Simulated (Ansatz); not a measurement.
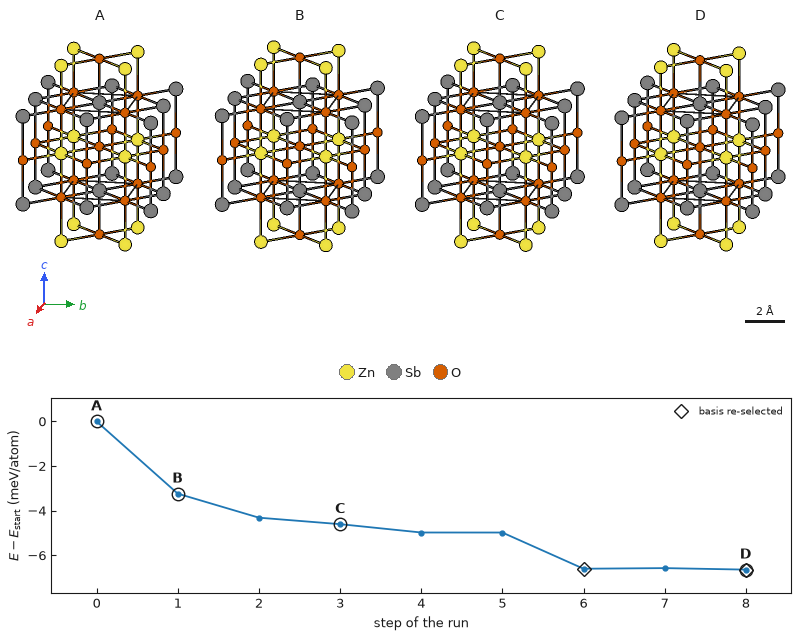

Frames of a relaxation of crystalline ZnSbO$_{2}$ (a generated structure, set up in P4/mmm), marked on the history of the run. The picture is a ball-and-stick view of the cell of the calculation, seen slightly off an axis.

Level of theory: DFT PBE, scalar-relativistic, plane waves, PAW (Ansatz). (plane-wave cutoff 420 eV; k-point mesh 14 × 14 × 10; occupations gaussian; smearing width 0.1 eV; no spin polarisation; cell and atoms relaxed; force threshold 0.01 eV/Å; at most 80 steps)

What happens along the run?

The energy falls by 6.6 meV per atom in 6 accepted moves (8 points after the start). All forces vanish by symmetry, so only the cell relaxes. The pressure goes from 4.02 to 0.02 GPa. At 2 points the geometry stayed and the basis and grid were re-selected for the new cell (energy shift of 1.6 meV per atom at most each time). No atom moves by more than 0.005 Å relative to the cell. The drawn cell changes as follows: a = b 3.387 → 3.461 Å (+2.2 %), c 4.736 → 4.689 Å (−1.0 %); the volume changes by +3.4 %. Some distances before and after: O–Zn 2.395 → 2.448 Å, O–Sb 2.395 → 2.448 Å, O–Zn 2.368 → 2.345 Å, O–Sb 2.368 → 2.345 Å. The space group stays P4/mmm (No. 123). From step 0 to 1: volume +4.2 %, energy −3.2 meV per atom. From step 1 to 3: volume −0.9 %, energy −1.4 meV per atom. From step 3 to 8: volume +0.2 %, energy −2.0 meV per atom.
